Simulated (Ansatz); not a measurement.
# AlFH4OSi: the cost of one run

The runs use Ansatz 0.2.0, Gaussian basis; the settings change from run to run.

**1. The molecule**

An earlier PBE0-D4 in a triple-zeta def2 set relaxation fixed the geometry.

SMILES `[OH][Al]([F])[SiH3]`, 8 atoms, charge 0, spin multiplicity 1.

Atoms are counted from 1 here; the program's logs count them from 0.

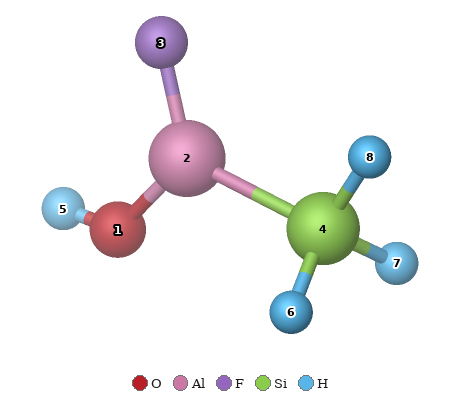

The structure; oxygen red, aluminium pink, fluorine purple, silicon green, hydrogen blue; atoms are numbered from 1 in the order of the file.

**2. B2PLYP/aug-pcseg-2**

This run has a grid of angular degree 47.

Contents of in.yaml:

```yaml
crystal:
  periodic: [false, false, false]
  atoms:
    - {symbol: O, position_ang: [1.567473, 1.468908, -0.513535]}
    - {symbol: Al, position_ang: [0.881127, 0.245408, 0.421768]}
    - {symbol: F, position_ang: [1.679910, -0.296431, 1.762629]}
    - {symbol: Si, position_ang: [-1.264547, -0.693542, -0.233959]}
    - {symbol: H, position_ang: [2.405722, 1.894081, -0.338621]}
    - {symbol: H, position_ang: [-2.275352, 0.387200, -0.393975]}
    - {symbol: H, position_ang: [-1.137650, -1.400650, -1.538039]}
    - {symbol: H, position_ang: [-1.764482, -1.662273, 0.777732]}
basis:
  gaussian: {orbitals: aug-pcseg-2, final_grid: {core_spheres: 20, valence_spheres: 16, degree: 47}}
hamiltonian: {xc: {name: B2PLYP}}
```

Run with:

```sh
$ ansatz run in.yaml --threads 2 --pin off --events-out ev --progress --plain --max-ram 4352MiB
```

Q: Estimate wall time and peak memory on 2 threads of Arm Neoverse V1, shared host.

About 24 s, with a peak of 1 GiB.
